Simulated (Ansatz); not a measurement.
# Quasi-harmonic thermodynamics of LiF (Griceite, Fm-3m), part 2 of 2

Aim: the lattice, expansion, heat capacity and bulk modulus of LiF (Griceite) as it warms.

Experimental results on record:
- volume expansion coefficient 99.6 1e-6/K and heat capacity C_P per formula unit 42 J/mol/K near room temperature (given in “High-Throughput Prediction of Finite-Temperature Properties using the Quasi-Harmonic Approximation”, 2016, arXiv:1603.06924)
- volume expansion coefficient 106.5 1e-6/K near room temperature (given in “Descriptors for thermal expansion in solids”, 2017, arXiv:1701.03966)

Ansatz 0.2.0; DFT r2SCAN, scalar-relativistic, plane waves, PAW.

So far. Step 2 (Probe on a coarse mesh): The start is under -2.1 GPa at this level and looks like an insulator or semiconductor on this mesh. Step 4 (Tight relaxation): The residual pressure is 4.0e-4 GPa, small enough for phonons. The relaxed cell has a = 3.990 Å (conventional setting).

**5. Phonons on strained cells**

Thermal expansion follows from how the free energy of the vibrations (and of the electrons in a metal) changes with strain, so the program makes strained cells, their phonons and a fit in one run.

Input file input.yaml:

```yaml
crystal:
  lattice:
    - [0.0, 1.9950946811, 1.9950946811]
    - [1.9950946811, 0.0, 1.9950946811]
    - [1.9950946811, 1.9950946811, 0.0]
  atoms:
    - { symbol: Li, position: [0.0, 0.0, 0.0] }
    - { symbol: F, position: [0.5, 0.5, 0.5] }
kpoints:
  mp_grid: { grid: [12, 12, 12] }
hamiltonian:
  xc: r2scan
scf:
  occupations: { method: fixed }
output:
  eigenvalues: true
phonons:
  method: dfpt
  qmesh: [4, 4, 4]
  temperatures: { t_max: 800.0, t_step: 50 }
  thermal_expansion: {}
```

Launch:

```sh
$ ansatz run input.yaml --threads 4 --pin off --max-ram 8192MiB --backend cpu --events-out ev --progress --plain --runs-dir out
```

Numbers of over 12 decimals in the logs are rounded to 6 here.

The program printed:

```text
[...]
Crystal: 2 atoms, lattice volume = 15.883 Å³
Basis set: ecut = 580 eV, 531 PW (Γ), exchange–correlation on 240×240×240 points (1000 copies of the dense FFT grid, shifted against one another)
Bands: 9, of which v1, the nominal top of the filled ones, is band 5 counted from 1 (4 counted from 0)
Symmetry: 48 space group operations
[...]
k-points: 72 of 1728
[...]
SCF iter   1: F=—  HF=-1018.291951 eV  |F-HF|=—  |Δ(HF+E_count)|=         —  Δρ=7.66e-3  dr2=7.83e-3  dr2_τ=3.48e-2  ethr=1.77e-3  ⟨swp⟩=4.0  Hψ=3821  notcnv=0  defer=87
[...]
SCF iter   8: F=-1018.335817 eV  HF=-1018.335817 eV  |F-HF|=9.09e-13  |Δ(HF+E_count)|=  2.59e-11  Δρ=1.22e-7  dr2=1.46e-12  dr2_τ=1.21e-13  ethr=1.00e-12  ⟨swp⟩=6.3  Hψ=3198  notcnv=0
SCF 1 converged in 8 iterations: F = -1018.335817 eV  dr2 = 1.46e-12
[...]
relax step   1: F+E_penalty+E_count = -1018.33581654 eV  Δ(F+E_penalty+E_count) = +0.000e0 eV  max|allowed force component| = 5.962e-29 eV/Å  Δτ_max = 0.0000 Å  (8 SCF iters, accepted)
SCF converged after 8 iterations
Free energy (F): -1018.335817 eV
[...]
Internal energy: -1018.335817 eV  (E = F + TS)
E sigma→0 (E₀):  -1018.335817 eV
Fermi energy:    0.595570 eV
[...]
--- Stress (GPa, compression-positive) ---
       -0.014001       0.000000       0.000000
        0.000000      -0.014001      -0.000000
        0.000000       0.000000      -0.014001
  P = ⅓ Tr σ = -0.0140 GPa (-0.140 kbar)
--- Band table (eV; the first three rows and the last of 72) ---
[...]
── thermal expansion: 3 new cells, 3 in all ──
thermal expansion: relaxation of cell 2
thermal expansion: relaxation of cell 3
── thermal expansion: 2 new cells, 5 in all ──
thermal expansion: relaxation of cell 4
thermal expansion: lower-state search of cell 4
thermal expansion: phonons of cell 4
thermal expansion: relaxation of cell 5
thermal expansion: phonons of cell 5
── thermal expansion: 8 new cells, 13 in all ──
thermal expansion: relaxation of cell 6
thermal expansion: relaxation of cell 7
thermal expansion: relaxation of cell 8
thermal expansion: relaxation of cell 9
thermal expansion: relaxation of cell 10
thermal expansion: relaxation of cell 11
thermal expansion: relaxation of cell 12
thermal expansion: relaxation of cell 13
thermal expansion: phonons of cell 6
thermal expansion: phonons of cell 7
thermal expansion: phonons of cell 8
thermal expansion: phonons of cell 9
thermal expansion: phonons of cell 10
── thermal expansion: 1 new cells, 14 in all ──
thermal expansion: relaxation of cell 14
thermal expansion: phonons of cell 14
--- Relaxed structure (1 steps of the walk, 1 accepted, 0 SCFs on fresh bases) ---
  F+E_penalty+E_count = -1018.33581654 eV   max|allowed force component| = 5.962e-29 eV/Å
  atoms:
    - { symbol: Li, position: [0.0, 0.0, 0.0] }
    - { symbol: F, position: [0.500000, 0.500000, 0.500000] }
--- Thermal expansion: 14 cells in 4 rounds, 0 GPa ---
  no lower state was reached at cell 4
  without vibrations: a 2.82132, b 2.82132, c 2.82132 Å, V 15.8797 Å³, B 77.37 GPa
  at 0 K: a 2.84577, b 2.84577, c 2.84577 Å, V 16.2961 Å³, B 71.99 GPa
  zero-point expansion: a +0.867, b +0.867, c +0.867, V +2.622 %
      T/K        a/Å        b/Å        c/Å       V/Å³ | expansion of a, b, c, V (1e-6/K)   | that of V in the mean from 25 °C | C_P, C_V (J/mol K of the cell) | B_T, B_S (GPa)
     0.00    2.84577    2.84577    2.84577    16.2961 |    0.00    0.00    0.00    0.00 |   58.60 |     0.000     0.000 |    71.99    71.99
   100.00    2.84670    2.84670    2.84670    16.3121 |   11.68   11.68   11.68   35.03 |   83.29 |    13.656    13.570 |    71.19    71.64
   200.00    2.85284    2.85284    2.85284    16.4179 |   29.45   29.45   29.45   88.35 |  103.20 |    33.906    32.861 |    67.68    69.84
   298.15    2.86254    2.86254    2.86254    16.5859 |   39.00   39.00   39.00  116.99 |       - |    43.520    40.944 |    63.22    67.20
   350.00    2.86863    2.86863    2.86863    16.6920 |   42.99   42.99   42.99  128.96 |  123.43 |    46.756    43.212 |    60.57    65.54
   450.00    2.88210    2.88210    2.88210    16.9282 |   50.89   50.89   50.89  152.68 |  135.93 |    51.659    45.809 |    54.71    61.70
   550.00    2.89826    2.89826    2.89826    17.2147 |   61.85   61.85   61.85  185.55 |  150.53 |    56.501    47.219 |    47.28    56.58
   650.00    2.91895    2.91895    2.91895    17.5859 |   83.62   83.62   83.62  250.87 |  171.37 |    64.051    48.068 |    36.89    49.16
   750.00    2.95334    2.95334    2.95334    18.2149 |  192.75  192.75  192.75  578.25 |  217.37 |    97.339    48.648 |    17.70    35.42
   800.00  the crystal comes to no rest above 750 K within reach of its cells: the search for the crystal at rest had not settled after 100 steps
  the static fit leaves 0.003 meV an atom of the energies and, of the stresses, 0.000 GPa of each cell's largest along a strain (root mean squares over the cells), whose Pulay part it has at -0.171 GPa
  vibrations' free energy: its fit leaves 0.0109 meV an atom at the most
  the electrons' free energy at temperature is not in it: every band gap is over 0.83 eV
  free energies summed between the sampled wave vectors
  estimated error of the fitted expansion in any direction: up to 16.447e-6/K, at 750 K (an estimate, not a bound: it was exceeded on models of known expansion)
  by sums over the sampled wave vectors an expansion of the volume parts by up to 33.83e-6/K
  by a static energy of one degree less an expansion of the volume parts by up to 2.37e-6/K
  band gaps on the cells' k-points are 8.842 to 10.621 eV
```

The job ended after 68 min (4 threads of Intel Xeon at 2.70GHz, shared host; peak memory 4.5 GiB).

Numbers from this step:

| Property | Result |
| --- | --- |
| pressure | -0.01400 GPa |
| volume expansion coefficient at 298 K | 117.0 1e-6/K |
| C_P at 298 K | 21.76 J/mol-atom/K |
| entropy at 298 K | 18.60 J/mol-atom/K |
| isothermal bulk modulus at 298 K | 63.22 GPa |
| Grüneisen parameter at 298 K | 1.804 |
| volume at 298 K | 8.293 Å³/atom |
| principal linear expansion coefficients at 298 K | 39, 39, 39 1e-6/K |

Strained cells of the study; zero-point energy where phonons were solved; the pressures are stresses at a fixed cutoff and can carry an offset from the finite basis. Expansion cells, by row:

| cell | \|a\| (Å) | \|b\| (Å) | \|c\| (Å) | V (Å³/atom) | E - E_lowest (meV/atom) | pressure, compression positive (GPa) | gap (eV) | zero-point energy (meV/atom) |
| --- | --- | --- | --- | --- | --- | --- | --- | --- |
| 1 | 2.821 | 2.821 | 2.821 | 7.941 | 0 | -0.186 | 10.33 | - |
| 2 | 2.844 | 2.844 | 2.844 | 8.133 | 1.097 | -1.939 | 10.1 | - |
| 3 | 2.799 | 2.799 | 2.799 | 7.754 | 1.095 | 1.754 | 10.56 | - |
| 4 | 2.821 | 2.821 | 2.821 | 7.941 | 0 | -0.185 | 10.33 | 62.49 |
| 5 | 2.836 | 2.836 | 2.836 | 8.061 | 0.436 | -1.303 | 10.18 | 61.03 |
| 6 | 2.849 | 2.849 | 2.849 | 8.174 | 1.576 | -2.278 | 10.05 | 59.69 |
| 7 | 2.876 | 2.876 | 2.876 | 8.413 | 6.148 | -4.124 | 9.792 | 56.93 |
| 8 | 2.904 | 2.904 | 2.904 | 8.659 | 13.53 | -5.744 | 9.539 | 54.19 |
| 9 | 2.932 | 2.932 | 2.932 | 8.913 | 23.52 | -7.158 | 9.295 | 51.46 |
| 10 | 2.96 | 2.96 | 2.96 | 9.174 | 35.96 | -8.386 | 9.059 | 48.72 |
| 11 | 2.793 | 2.793 | 2.793 | 7.707 | 1.742 | 2.275 | 10.62 | - |
| 12 | 2.807 | 2.807 | 2.807 | 7.823 | 0.427 | 1.007 | 10.47 | - |
| 13 | 2.984 | 2.984 | 2.984 | 9.396 | 48.01 | -9.274 | 8.871 | - |
| 14 | 2.988 | 2.988 | 2.988 | 9.431 | 50.05 | -9.405 | 8.842 | 46.04 |

Quasi-harmonic; a, b, c are the run's own cell vectors. Expansion, by row:

| T (K) | a (Å) | b (Å) | c (Å) | alpha (deg) | beta (deg) | gamma (deg) | cell volume (Å³/cell) | alpha_a (1e-6/K) | alpha_b (1e-6/K) | alpha_c (1e-6/K) | alpha_V (1e-6/K) | C_P (J/mol-atom/K) | C_V (J/mol-atom/K) | S (J/mol-atom/K) | B_T (GPa) | B_S (GPa) | Grueneisen | extrapolation | fit error (1e-6/K) |
| --- | --- | --- | --- | --- | --- | --- | --- | --- | --- | --- | --- | --- | --- | --- | --- | --- | --- | --- | --- |
| 0 | 2.846 | 2.846 | 2.846 | 60 | 60 | 60 | 16.3 | 0 | 0 | 0 | 0 | 0 | 0 | 0 | 71.99 | 71.99 | - | 0 | 0 |
| 50 | 2.846 | 2.846 | 2.846 | 60 | 60 | 60 | 16.3 | 1.68 | 1.68 | 1.68 | 5.03 | 1.011 | 1.011 | 0.286 | 71.93 | 71.97 | 1.756 | 0 | 0.09 |
| 100 | 2.847 | 2.847 | 2.847 | 60 | 60 | 60 | 16.31 | 11.68 | 11.68 | 11.68 | 35.03 | 6.828 | 6.785 | 2.588 | 71.19 | 71.64 | 1.805 | 0 | 0.16 |
| 150 | 2.849 | 2.849 | 2.849 | 60 | 60 | 60 | 16.35 | 22.05 | 22.05 | 22.05 | 66.14 | 12.78 | 12.55 | 6.539 | 69.64 | 70.89 | 1.807 | 0 | 0.19 |
| 200 | 2.853 | 2.853 | 2.853 | 60 | 60 | 60 | 16.42 | 29.45 | 29.45 | 29.45 | 88.35 | 16.95 | 16.43 | 10.83 | 67.68 | 69.84 | 1.799 | 0 | 0.18 |
| 250 | 2.857 | 2.857 | 2.857 | 60 | 60 | 60 | 16.5 | 34.84 | 34.84 | 34.84 | 104.5 | 19.8 | 18.91 | 14.93 | 65.5 | 68.58 | 1.798 | 0 | 0.16 |
| 298.1 | 2.863 | 2.863 | 2.863 | 60 | 60 | 60 | 16.59 | 39 | 39 | 39 | 117 | 21.76 | 20.47 | 18.6 | 63.22 | 67.2 | 1.804 | 0 | 0.24 |
| 300 | 2.863 | 2.863 | 2.863 | 60 | 60 | 60 | 16.59 | 39.14 | 39.14 | 39.14 | 117.4 | 21.82 | 20.52 | 18.73 | 63.13 | 67.15 | 1.805 | 0 | 0.25 |
| 350 | 2.869 | 2.869 | 2.869 | 60 | 60 | 60 | 16.69 | 42.99 | 42.99 | 42.99 | 129 | 23.38 | 21.61 | 22.22 | 60.57 | 65.54 | 1.817 | 0 | 0.43 |
| 400 | 2.875 | 2.875 | 2.875 | 60 | 60 | 60 | 16.8 | 46.78 | 46.78 | 46.78 | 140.3 | 24.67 | 22.36 | 25.43 | 57.79 | 63.74 | 1.835 | 0 | 0.61 |
| 450 | 2.882 | 2.882 | 2.882 | 60 | 60 | 60 | 16.93 | 50.89 | 50.89 | 50.89 | 152.7 | 25.83 | 22.9 | 28.4 | 54.71 | 61.7 | 1.859 | 0 | 0.78 |
| 500 | 2.89 | 2.89 | 2.89 | 60 | 60 | 60 | 17.06 | 55.72 | 55.72 | 55.72 | 167.2 | 26.98 | 23.31 | 31.18 | 51.25 | 59.34 | 1.889 | 0 | 0.83 |
| 550 | 2.898 | 2.898 | 2.898 | 60 | 60 | 60 | 17.21 | 61.85 | 61.85 | 61.85 | 185.6 | 28.25 | 23.61 | 33.81 | 47.28 | 56.58 | 1.926 | 0 | 0.62 |
| 600 | 2.908 | 2.908 | 2.908 | 60 | 60 | 60 | 17.39 | 70.35 | 70.35 | 70.35 | 211.1 | 29.81 | 23.85 | 36.33 | 42.61 | 53.27 | 1.974 | 0 | 0.44 |
| 650 | 2.919 | 2.919 | 2.919 | 60 | 60 | 60 | 17.59 | 83.62 | 83.62 | 83.62 | 250.9 | 32.03 | 24.03 | 38.8 | 36.89 | 49.16 | 2.039 | 0 | 2.06 |
| 700 | 2.933 | 2.933 | 2.933 | 60 | 60 | 60 | 17.84 | 109 | 109 | 109 | 327 | 36 | 24.19 | 41.3 | 29.39 | 43.75 | 2.134 | 0 | 6.05 |
| 750 | 2.953 | 2.953 | 2.953 | 60 | 60 | 60 | 18.21 | 192.8 | 192.8 | 192.8 | 578.2 | 48.67 | 24.32 | 44.1 | 17.7 | 35.42 | 2.308 | 0 | 16.45 |

Expansion coefficient against temperature; values in 1e-6/K:

| temperature (K) | volume | principal 1 |
| --- | --- | --- |
| 0 | 0 | 0 |
| 50 | 5.03 | 1.68 |
| 100 | 35.0 | 11.7 |
| 150 | 66.1 | 22.1 |
| 200 | 88.3 | 29.4 |
| 250 | 105 | 34.8 |
| 298 | 117 | 39 |
| 300 | 117 | 39.1 |
| 350 | 129 | 43.0 |
| 400 | 140 | 46.8 |
| 450 | 153 | 50.9 |
| 500 | 167 | 55.7 |
| 550 | 186 | 61.9 |
| 600 | 211 | 70.3 |
| 650 | 251 | 83.6 |
| 700 | 327 | 109 |
| 750 | 578 | 193 |

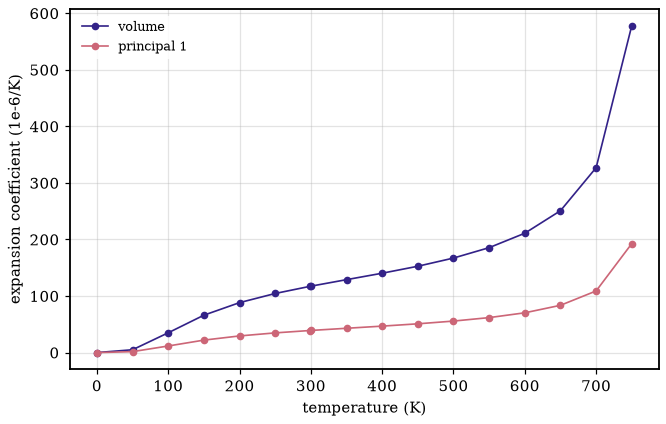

Expansion coefficient against temperature.

At 298 K the volume expansion is 117 × 10⁻⁶/K and B_T is 63.2 GPa. The program raised the cutoff to 580 eV by itself: with no cutoff typed, the study takes about 1.16 times the default for its relaxations and scales it with the volume for the phonons.

**6. Outcome**

* settings of these figures: r2SCAN, 580 eV, k 12×12×12, q 4×4×4
* volume expansion coefficient at 298 K: 117.0 1e-6/K
* C_P at 298 K: 21.76 J/mol-atom/K
* entropy at 298 K: 18.60 J/mol-atom/K
* isothermal bulk modulus at 298 K: 63.22 GPa
* Grüneisen parameter at 298 K: 1.804
* volume at 298 K: 8.293 Å³/atom
* principal linear expansion coefficients at 298 K: 39, 39, 39 1e-6/K

What this shows: Near room temperature LiF (Griceite) expands by 117 × 10⁻⁶/K in volume by r2SCAN, with C_P = 21.8 J/(mol K) per mole of atoms and B_T = 63.2 GPa. Between 298.15 and 750 K the bulk modulus falls by 72 % and the Grüneisen parameter grows; in this range the quasi-harmonic approximation, which lacks anharmonicity at fixed volume, tends to overshoot. C_P at room temperature is 87 % of the classical 3R an atom; C_V is 82 %, and the rest is expansion work. Above 750 K the study finds no volume of rest, and gives nothing there: the quasi-harmonic free energy has lost its minimum, and the figures just below are already near that breakdown. A measured volume expansion coefficient near room temperature is 99.6 1e-6/K (arXiv:1603.06924); the calculated 117 1e-6/K differs by +17 %. A measured heat capacity per formula unit near room temperature is 42 J/mol/K (arXiv:1603.06924); the calculated 43.5 J/mol/K differs by +4 %. The PAW files were made for PBE and are used here under another functional, for which the program regenerates the frozen cores.

[Logs are printed without paths, hosts, clocks, repeated set-up lines and the standing remarks that a program may print on its own settings, such as how far it seeks lower states.]

[Hosts, paths, dates, database ids (printed as entryN), source tags and the programs' standing remarks are cut or masked in the printed files.]

[A step with changed settings may run another functional than the one named; its input shows which.]
